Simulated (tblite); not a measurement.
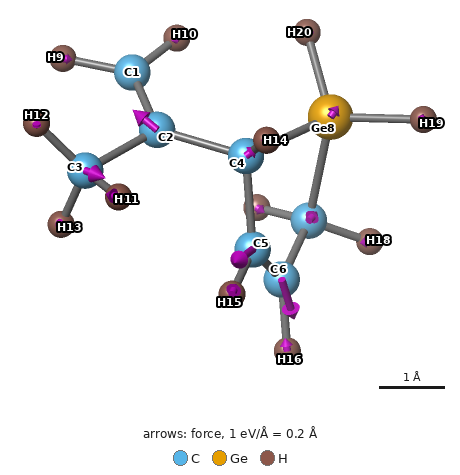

Starting geometry of C7H12Ge with the computed forces as purple arrows. The picture is a ball-and-stick view, seen at a tilt.

Computed with GFN2-xTB geometry optimisation, gas phase (tblite 0.8.0). 

Q: Is this structure relaxed? If not, where do the atoms go?

A: It isn't relaxed: the largest force vector, on a C atom, is 4.68 eV/Å. The final displacements have little in common with the starting forces (cosine between the two patterns 0.04). The atom that moves furthest after the best rigid fit is an H atom (2.70 Å). Largest moves by element: H 2.70 Å, C 1.45 Å, Ge 0.48 Å. Near-neighbour distances that change, for instance: C–H 1.139 → 1.081 Å, C–C 1.272 → 1.322 Å, C–Ge 1.962 → 2.007 Å, Ge–H 1.548 → 1.511 Å. Bond angles that change, for instance: H–Ge–H 114.2° → 106.8°, C–C–C 115.8° → 122.7°, H–C–H 115.4° → 108.8°. Groups turn about C–C by about 100°, C–C by about 35°, C–Ge by about 30°. Over 184 geometry steps the energy falls by 72.8 kJ/mol. Cost: 1.8 s on 1 thread of Intel(R) Xeon(R) Platinum 8488C (shared host).
